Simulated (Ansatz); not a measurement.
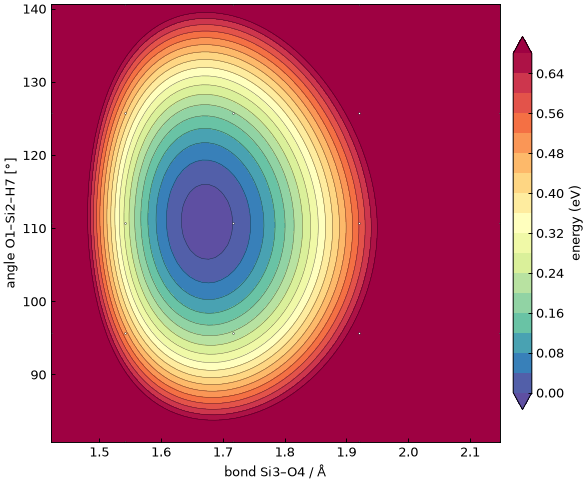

H₆O₂Si₂, SMILES O[SiH2][SiH2]O. 
- Two internal coordinates are moved rigidly from the geometry relaxed at PBE0-D4/def2-TZVP, all others fixed.
- The first coordinate is: bond Si3–O4; the second: angle O1–Si2–H7.
- Grid: 5 × 5 points.
- Energies are in eV, from the lowest grid point.
- Method: RKS PBE-D4/def2-TZVPP in Ansatz 0.2.0.

In the figure: filled contours, dots at the grid points, one colour for all values above the top of the scale. Between grid points the surface is interpolated.

### Estimate the position of the minimum and the force constants in these coordinates.

The interpolated minimum is at bond Si3–O4 ≈ 1.666 Å, angle O1–Si2–H7 ≈ 110.8°. The curvatures there are about 30 eV/Å² and 5.7 eV/rad², with a cross term of about 0.4 eV/(Å·rad). Round the minimum the two coordinates are nearly uncoupled.
